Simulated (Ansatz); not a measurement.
**Ti-Li random alloys: few random alloy cells with their mixing energies, by script**

The task is a few random alloy cells with their mixing energies, for Ti-Li random alloys.

All numbers are computed with Ansatz 0.2.0 through its Python package. Level of theory: DFT PBEsol, plane waves, PAW.

## Step 1: Starting point

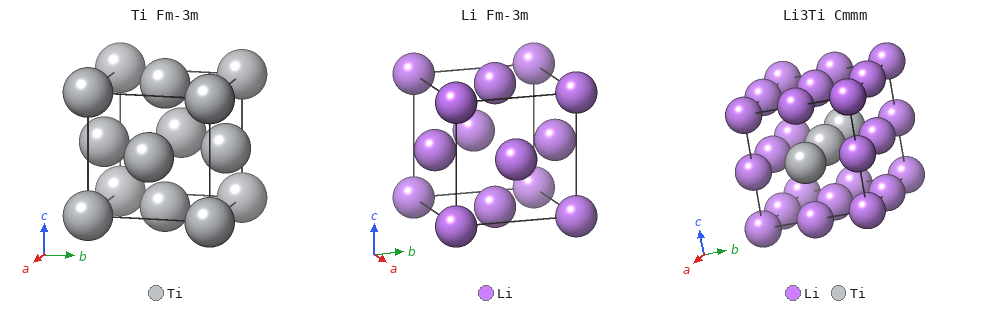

The starting structures, one conventional cell each, each at its own scale.

The script holds or builds the structure itself.

## Step 2: Script

Input file ti_random_alloy.py:

```python
from collections import Counter
import warnings

import ansatz as az
import numpy as np
from tabulate import tabulate


def fcc(A, a):
    return (
        az.Lattice.fcc(a)
        .space_group(225)
        .atom(A, (0, 0, 0))
        .primitive()
    )

A_FIRST, A_LAST = 4.13, 4.42


def compute(name, crystal):
    calc = (
        crystal.calculation()
        .functional('pbesol')
        .basis(470)
        .kpoints(spacing=0.3)
        .occupations('fermi_dirac', width=0.1)
        .band_table()
    )
    calc = calc.relax(force_tolerance=0.01, fix_cell=['shape'])
    return calc.run()


def volume_per_atom(outcome):
    return abs(np.linalg.det(outcome.lattice.cell_ang)) / len(outcome.lattice.sites)


def counts(outcome):
    return Counter(site.symbol for site in outcome.lattice.sites)


def main() -> None:
    warnings.simplefilter('ignore', az.DeckWarning)

    phases = {'Ti': fcc('Ti', A_FIRST), 'Li': fcc('Li', A_LAST)}
    for k in [6]:
        a = A_FIRST + (A_LAST - A_FIRST) * k / 8
        supercell = fcc('Ti', a).supercell(2).resolved()
        for seed in [23, 44]:
            drawn = supercell.site_disorder().occupy('Ti', Ti=8 - k, Li=k).random(seed=seed)
            phases[f'Ti{8 - k}Li{k} seed {seed}'] = drawn.crystal

    done = {name: compute(name, crystal) for name, crystal in phases.items()}

    # x is the share of the second element on the mixed sites; both end members stand on this same lattice
    x = {name: counts(o)['Li'] / (counts(o)['Ti'] + counts(o)['Li']) for name, o in done.items()}
    first, last = min(x, key=x.get), max(x, key=x.get)
    energy = {name: o.report['energy_sigma0_ev'] / len(o.lattice.sites) for name, o in done.items()}
    volume = {name: volume_per_atom(o) for name, o in done.items()}
    rows = []
    for name in sorted(done, key=x.get):
        line = lambda table: (1 - x[name]) * table[first] + x[name] * table[last]
        rows.append((name, x[name], 1000 * (energy[name] - line(energy)), volume[name], 100 * (volume[name] / line(volume) - 1)))
    print(tabulate(rows, headers=['cell', 'x(Li)', 'E_mix (meV/atom)', 'V (A^3/atom)', 'excess V (%)'], floatfmt='.4f', tablefmt='rst'))


if __name__ == '__main__':
    main()
```

## Step 3: The input behind the calls

The package turns the script's settings into the engine's input (first run):

```yaml
crystal:
  lattice:
    bravais: fcc
    a: 4.13
  space_group: 225
  atoms:
    - { symbol: Ti, position: [0.0, 0.0, 0.0] }
  reduce_to_primitive: true
basis:
  ecutwfc: 470.0
kpoints:
  mp_grid:
    kspacing: 0.3
hamiltonian:
  xc: pbesol
scf:
  occupations:
    method: fermi_dirac
    width: 0.1
relax:
  f_tol: 0.01
  cell:
    fix: [shape]
output:
  eigenvalues: true
```

## Step 4: Running it

On the command line:

```
$ python ti_random_alloy.py
```

The log of the run:

```text
==============  =======  ==================  ==============  ==============
cell              x(Li)    E_mix (meV/atom)    V (A^3/atom)    excess V (%)
==============  =======  ==================  ==============  ==============
Ti               0.0000              0.0000         16.7385          0.0000
Ti2Li6 seed 23   0.7500            390.4966         17.2659        -10.4939
Ti2Li6 seed 44   0.7500            390.4966         17.2659        -10.4939
Li               1.0000              0.0000         20.1408          0.0000
==============  =======  ==================  ==============  ==============
```

It took 76 s on 1 thread of Arm Neoverse V2, shared host; peak memory 0.6 GiB.

Lines on the test bed's own set-up are left out of the output.

## Step 5: The engine's runs

The 4 runs, in the order started:

| run | system | space group at the end | energy (eV/atom) | from the elements (meV/atom) | final volume (Å³/atom) | pressure (GPa) | SCF cycles in all | CPU time (s) |
| --- | --- | --- | --- | --- | --- | --- | --- | --- |
| 1 | Ti (1 atom) | Fm-3m | -2473.8389 | 0.0 | 16.74 | 0.02 | 26 | 2.9 |
| 2 | Li (1 atom) | Fm-3m | -202.9990 | 0.0 | 20.14 | 0.04 | 16 | 1.4 |
| 3 | Li3Ti (8 atoms) | Cmmm | -770.3185 | 390.5 | 17.27 | -0.01 | 31 | 36 |
| 4 | Li3Ti (8 atoms) | Cmmm | -770.3185 | 390.5 | 17.27 | -0.01 | 31 | 35 |

Energies are extrapolated to zero smearing width, as in the script. Totals carry meaning only in balanced differences at one level of theory.

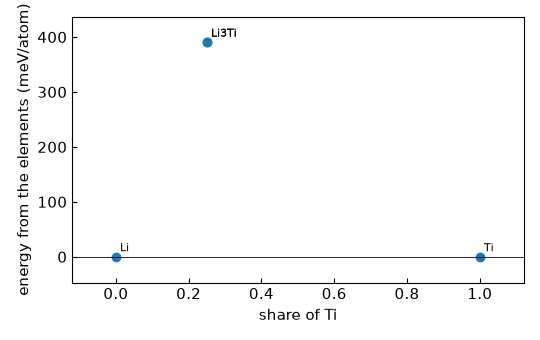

Energy from the elements against composition.

## Step 6: How the relaxation of run 2 went

Relaxation path:

```csv
step,E - E(step 1) (eV/cell),largest force component (eV/Å),pressure (GPa),volume (Å³)
1,0.0000,0.0000,-0.80,21.59
2,-0.0024,0.0000,-0.49,21.00
3,-0.0037,0.0000,0.04,20.14
4,-0.0036,0.0000,0.04,20.14
```

Step 1 is the start. Step 4 repeats the geometry before it on a plane-wave basis chosen anew for that cell, so its energy need not be comparable with the rows above.

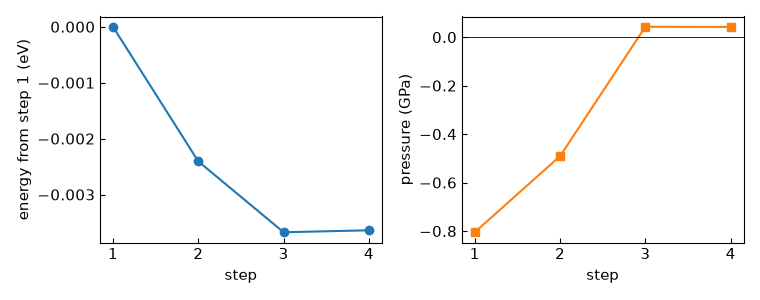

Energy and pressure along the relaxation.

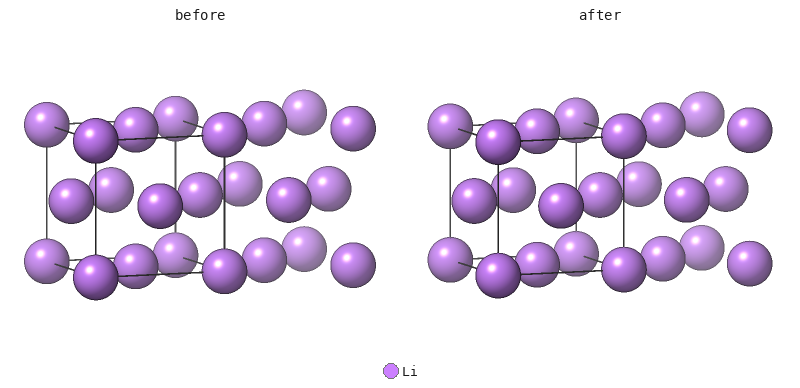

The structure before (left) and after (right) the relaxation, drawn at the same scale. The change is too small to see at this scale.

Lengths and angles in the start's conventional setting:

|  | before | after | change |
| --- | --- | --- | --- |
| a (Å) | 4.420 | 4.319 | -2.3 % |
| b (Å) | 4.420 | 4.319 | -2.3 % |
| c (Å) | 4.420 | 4.319 | -2.3 % |
| volume (Å³/atom) | 21.59 | 20.14 | -6.7 % |
| shortest distance (Å) | 3.125 | 3.054 | -2.3 % |
| space group (0.01 Å) | Fm-3m | Fm-3m | same |

The run keeps the 48 symmetry operations of the start, so it could not have lowered the symmetry.

## Step 7: How the relaxation of run 4 went

The steps of the relaxation:

| step | energy from step 1 (eV/cell) | largest force component (eV/Å) | pressure (GPa) | volume (Å³) |
| --- | --- | --- | --- | --- |
| 1 | 0.0000 | 0.0000 | -3.82 | 164.34 |
| 2 | -0.3509 | 0.0000 | -0.70 | 141.49 |
| 3 | -0.3581 | 0.0000 | 0.19 | 137.23 |
| 4 | -0.3586 | 0.0000 | -0.01 | 138.13 |
| 5 | -0.3575 | 0.0000 | -0.01 | 138.13 |

Step 1 is the start. Step 5 repeats the geometry before it on a plane-wave basis chosen anew for that cell, so its energy need not be comparable with the rows above.

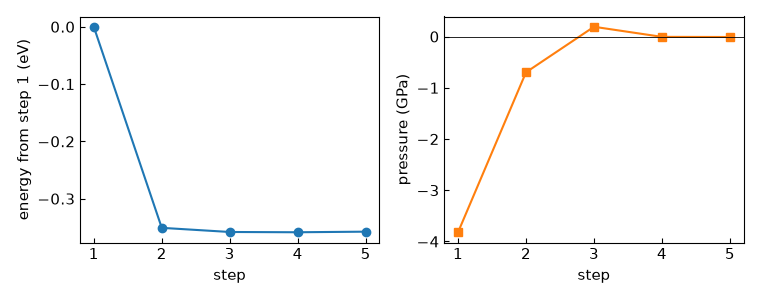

Energy and pressure along the relaxation.

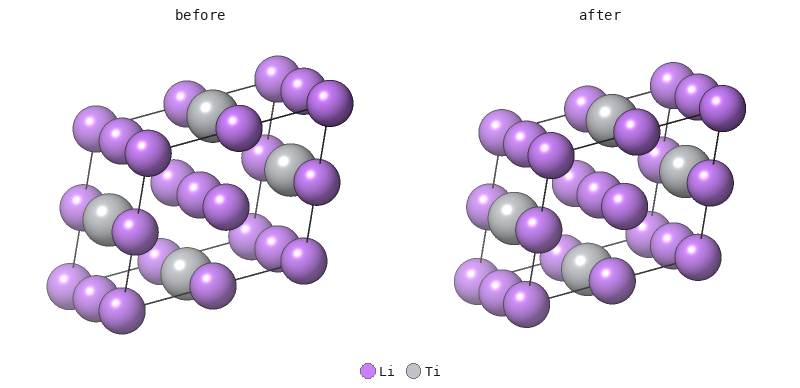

Before and after, at one scale.

|  | before | after | change |
| --- | --- | --- | --- |
| a (Å) | 6.148 | 5.802 | -5.6 % |
| b (Å) | 6.148 | 5.802 | -5.6 % |
| c (Å) | 6.148 | 5.802 | -5.6 % |
| volume (Å³/atom) | 20.54 | 17.27 | -16.0 % |
| shortest distance (Å) | 3.074 | 2.901 | -5.6 % |
| space group (0.01 Å) | Cmmm | Cmmm | same |

Forces and stress were held to the start's 16 operations: a distortion of lower symmetry was not tested.

## Step 8: Results

| quantity | value |
| --- | --- |
| runs compared | 4 |
| energy of Li3Ti (run 3) from the elements | 390 meV/atom |
| energy of Li3Ti (run 4) from the elements | 390 meV/atom |

What this shows: Some draws give the same energy: they are one arrangement up to symmetry, not independent samples. No cell tried lies below the elements: the best, Li3Ti, is 390 meV/atom above them. Temperature and entropy of mixing are left out. The dearest, run 3, took some 20 times as long as run 2. In run 2, the volume shrank by 6.7 % over 2 moves, and the space group stayed Fm-3m. In run 4, over 3 moves the cell shrank by 16.0 % in volume, and the space group stayed Cmmm. What to keep in mind:
- Spin is left out of this run.
- For the metals among these cells the mesh is coarse, so their volumes and pressures are rough.
- Atoms and volume are relaxed with the cell's shape held, which in cells of lower than cubic symmetry can hide stresses and shift volumes.
- Cells of eight mixed sites are far from the random limit, and both end members stand on the same lattice, which need not be their own. Differences under about 40 meV an atom lie within the error of mesh and functional.
- The cells are prototypes set up for this calculation and needn't exist.
